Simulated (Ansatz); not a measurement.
# One shape, several levels: BH3Cl− (SMILES [BH3-]Cl)

Aim: a comparison of 6 runs (BLYP/STO-3G, r2SCAN/STO-3G, RPA@PBE/STO-3G, MP2/STO-3G, CCSDT(Q)/STO-3G, CCSDTQ/STO-3G) of BH3Cl−. 

The calculation is run with Ansatz 0.2.0.

3 further runs of the same task are left out: 3 that didn't finish.

### 1 The molecule

The species is BH3Cl− (5 atoms), meant as a singlet with charge -1. As SMILES, `[BH3-]Cl`. The H5–B1 distance was set to 3.020 Å, away from the relaxed value. At this shape a bond of the SMILES string is far longer than usual.

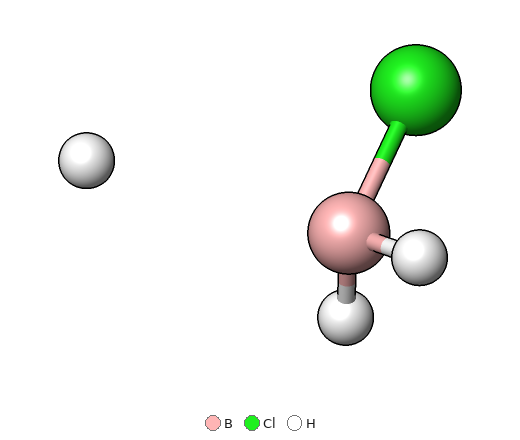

The structure, seen from a chosen angle (boron pink, chlorine green, hydrogen white).

### 2 A single-point energy at BLYP/STO-3G (run 1)

File run.yaml:

```yaml
crystal:
  periodic: [false, false, false]
  atoms:
    - {symbol: B, position_ang: [0.205226, -1.405772, -1.057271]}
    - {symbol: Cl, position_ang: [-0.723024, -0.861452, -2.590171]}
    - {symbol: H, position_ang: [1.345916, -1.612522, -1.396271]}
    - {symbol: H, position_ang: [-0.337264, -2.409252, -0.660471]}
    - {symbol: H, position_ang: [0.000500, 0.857390, 0.931390]}
basis:
  gaussian: {orbitals: STO-3G}
total_charge: -1
hamiltonian: {xc: {name: BLYP}}
accuracy: high
```

On the command line:

```bash
$ ansatz run run.yaml --threads 1 --pin off --max-ram 2610MiB --events-out events.jsonl --progress --plain --runs-dir runs
```

Standard output:

```text
Warning: RAYON_NUM_THREADS=1 ignored (pool sized by the plan → 1); use --threads N
Functional definition: BLYP
  name "BLYP"
  parameter beta = 0.0042
  parameter a = 0.04918
  parameter b = 0.132
  parameter c = 0.2533
  parameter d = 0.349
  exchange = b88_x(beta = beta)
  correlation = lyp_c(a = a, b = b, c = c, d = d)
281 factors; integrals over basis functions are off by at most 5.9e-9 eV
mean field evaluation 1: about -13089.0047 eV, gradient 1.9e1 eV
mean field evaluation 2: about -13068.7449 eV, gradient 4.3e1 eV
mean field evaluation 4: about -13090.2235 eV, gradient 2.7e1 eV
mean field evaluation 8: about -13092.1420 eV, gradient 1.5e1 eV
mean field evaluation 16: about -13094.4136 eV, gradient 4.7e-8 eV
mean field -13094.41355899 eV, -481.2108225806 hartree, gradient 4.7e-8 eV, S^2 0.000000; 0 other end points of the search recorded, 0 dependent functions left out
reference -13094.41359782 eV, -481.2108240076 hartree; 13, 13 occupied and 4, 4 virtual orbitals, 281 factors
Total energy: -13094.41359782 eV, -481.2108240076 hartree
```

Wall time 0.91 s (1 thread of Arm Neoverse V1, shared host).

### 3 A single-point energy at r2SCAN/STO-3G (run 2)

File run.yaml:

```yaml
basis:
  gaussian: {orbitals: STO-3G}
crystal:
  periodic: [false, false, false]
  atoms:
    - symbol: B
      position_ang: [0.205226, -1.405772, -1.057271]
    - symbol: Cl
      position_ang: [-0.723024, -0.861452, -2.590171]
    - symbol: H
      position_ang: [1.345916, -1.612522, -1.396271]
    - symbol: H
      position_ang: [-0.337264, -2.409252, -0.660471]
    - symbol: H
      position_ang: [0.000500, 0.857390, 0.931390]
total_charge: -1
hamiltonian: {xc: r2scan}
accuracy: high
```

On the command line:

```bash
$ ansatz run run.yaml --threads 1 --pin off --max-ram 2610MiB --events-out events.jsonl --progress --plain --runs-dir runs
```

Standard output:

```text
Warning: RAYON_NUM_THREADS=1 ignored (pool sized by the plan → 1); use --threads N
Functional definition: r2SCAN
  name "r2SCAN"
  parameter k0 = 0.174
  parameter k1 = 0.065
  parameter a1 = 4.9479
  exchange = r2scan_x(k0 = k0, k1 = k1, a1 = a1)
  correlation = r2scan_c
281 factors; integrals over basis functions are off by at most 5.9e-9 eV
mean field evaluation 1: about -13090.4695 eV, gradient 1.8e1 eV
mean field evaluation 2: about -13071.4766 eV, gradient 4.0e1 eV
mean field evaluation 4: about -13090.1841 eV, gradient 2.9e1 eV
mean field evaluation 8: about -13095.4318 eV, gradient 5.5e-4 eV
mean field -13095.43178804 eV, -481.2482418080 hartree, gradient 9.9e-9 eV, S^2 0.000000; 0 other end points of the search recorded, 0 dependent functions left out
reference -13095.43178845 eV, -481.2482418231 hartree; 13, 13 occupied and 4, 4 virtual orbitals, 281 factors
Total energy: -13095.43178845 eV, -481.2482418231 hartree
```

Run time: 2.3 s. Hardware: 1 thread of Arm Neoverse V1, shared host; peak memory 0.12 GiB.

Run 3 isn't shown in full; the table further down has it.

### 4 The energy at MP2/STO-3G (run 4)

File in.yaml:

```yaml
crystal:
  periodic: [false, false, false]
  atoms:
    - symbol: B
      position_ang: [0.205226, -1.405772, -1.057271]
    - symbol: Cl
      position_ang: [-0.723024, -0.861452, -2.590171]
    - symbol: H
      position_ang: [1.345916, -1.612522, -1.396271]
    - symbol: H
      position_ang: [-0.337264, -2.409252, -0.660471]
    - symbol: H
      position_ang: [0.000500, 0.857390, 0.931390]
basis:
  gaussian:
    orbitals: STO-3G
total_charge: -1
correlation:
  method: mp2
  frozen_orbitals: {B: 1, Cl: 5, H: 0}
accuracy: high
```

On the command line:

```bash
$ ansatz run in.yaml --threads 1 --pin off --max-ram 2610MiB --events-out events.jsonl --progress --plain --runs-dir runs
```

Standard output, shortened:

```text
Warning: RAYON_NUM_THREADS=1 ignored (pool sized by the plan → 1); use --threads N
Functional definition: HF
  name "HF"
[...]
281 factors; integrals over basis functions are off by at most 5.9e-9 eV
[...]
mean field -13070.66847032 eV, -480.3382066671 hartree, gradient 2.6e-8 eV, S^2 0.000000; 0 other end points of the search recorded, 0 dependent functions left out; unrestricted orbitals would lower it
[...]
unrestricted determinant -13073.85570357 eV, -480.4553353286 hartree, S^2 0.9765
6 core orbitals not correlated: weight in the atoms' cores, before any rotation towards them, 1.000 or more for the frozen orbitals, at most 0.000 for the correlated occupied ones
reference -13070.66847032 eV, -480.3382066671 hartree; 7, 7 occupied and 4, 4 virtual orbitals, 281 factors
second order -2.74127602 eV of doubles, -0.00000000 eV of singles
WARN: the method's energy lies above the unrestricted determinant's, so it is not that of the lowest state
Total energy: -13073.40974634 eV, -480.4389467026 hartree
```

Wall time 0.1 s (1 thread of Arm Neoverse V1, shared host).

Run 5 isn't shown in full; the table further down has it.

### 5 A single-point energy at CCSDTQ/STO-3G (run 6)

File molecule.yaml:

```yaml
crystal:
  periodic: [false, false, false]
  atoms:
    - {symbol: B, position_ang: [0.205226, -1.405772, -1.057271]}
    - {symbol: Cl, position_ang: [-0.723024, -0.861452, -2.590171]}
    - {symbol: H, position_ang: [1.345916, -1.612522, -1.396271]}
    - {symbol: H, position_ang: [-0.337264, -2.409252, -0.660471]}
    - {symbol: H, position_ang: [0.000500, 0.857390, 0.931390]}
basis:
  gaussian:
    orbitals: STO-3G
total_charge: -1
correlation:
  method: ccsdtq
  frozen_orbitals: {B: 1, Cl: 5, H: 0}
accuracy: high
scf:
  omitted_lower_state_checks: [cluster_reference, increment]
```

On the command line:

```bash
$ ansatz run molecule.yaml --threads 1 --pin off --max-ram 2610MiB --events-out events.jsonl --progress --plain --runs-dir runs
```

Standard output, shortened:

```text
Warning: RAYON_NUM_THREADS=1 ignored (pool sized by the plan → 1); use --threads N
Functional definition: HF
  name "HF"
[...]
281 factors; integrals over basis functions are off by at most 5.9e-9 eV
[...]
mean field -13070.66847032 eV, -480.3382066671 hartree, gradient 2.6e-8 eV, S^2 0.000000; 0 other end points of the search recorded, 0 dependent functions left out; unrestricted orbitals would lower it
6 core orbitals not correlated: weight in the atoms' cores, before any rotation towards them, 1.000 or more for the frozen orbitals, at most 0.000 for the correlated occupied ones
reference -13070.66847032 eV, -480.3382066671 hartree; 7, 7 occupied and 4, 4 virtual orbitals, 281 factors
second order -2.74127602 eV of doubles, -0.00000000 eV of singles
cycle   1  -2.50922211 eV  change   -6.9e-1 eV  update   1.5e-1
[...]
cycle  30  -4.59603742 eV  change  -1.6e-10 eV  update  5.0e-11
WARN: these amplitudes may be one of several solutions (largest doubles amplitude 0.81, level shift 6.35 eV)
Total energy: -13075.26450774 eV, -480.5071079269 hartree
Checks for a lower state left out: cluster_reference, increment
```

It took 3 s on 1 thread of Arm Neoverse V1, shared host; peak memory 0.1 GiB.

### 6 The series

```csv
run,level,frozen core orbitals,energy (Eh),wall time
1,BLYP/STO-3G,–,-481.210824,0.91 s
2,r2SCAN/STO-3G,–,-481.248242,2.3 s
3,RPA@PBE/STO-3G,6,-480.543260,1.4 s
4,MP2/STO-3G,6,-480.438947,0.1 s
5,CCSDT(Q)/STO-3G,6,-480.505807,0.22 s
6,CCSDTQ/STO-3G,6,-480.507108,3 s
```

### 7 Summary of results

| quantity | value |
| --- | --- |
| run 6: total energy | -480.50711 Eh |
| run 6: correlation energy (6 core orbitals frozen) | -168.9 mEh |
| run 6: T1 diagnostic | 0.111 |

Totals of different functionals can't be ranked against each other. In runs 3, 4, 5, 6 the log says that unrestricted orbitals would lower the reference, so the values rest on an unstable closed-shell determinant (other closed-shell runs at this shape may share the fault). In runs 1, 2, 3, 4, 5, 6 the basis is minimal, so the values are rough. All runs together took 7.9 s, the longest 3 s.
